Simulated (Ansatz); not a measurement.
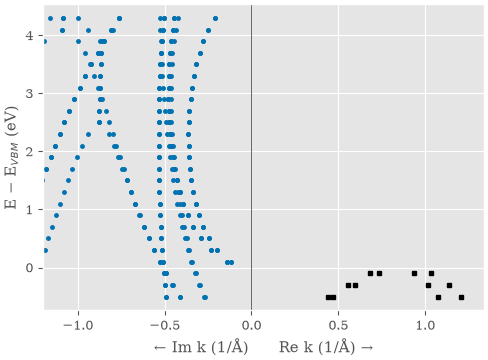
Figure. Complex bands at the centre of the two-dimensional zone; Ansatz (a quantum-chemistry and plane-wave program) with r2SCAN

The gap is the functional's own, uncorrected, and κ follows it; spin-orbit coupling is left out. Mid-gap values are interpolated between the computed energies.

**Question.** This is BN (P6_3/mmc, 4 atoms a cell, 9.1 Å³ an atom) along the normal of (111). Read off the slowest decay at the centre of the two-dimensional zone at 2.10 eV, the computed energy nearest the middle of the gap.

**Answer.** κ ≈ 0.36 1/Å, a decay length 1/(2κ) of the density of 1.4 Å.
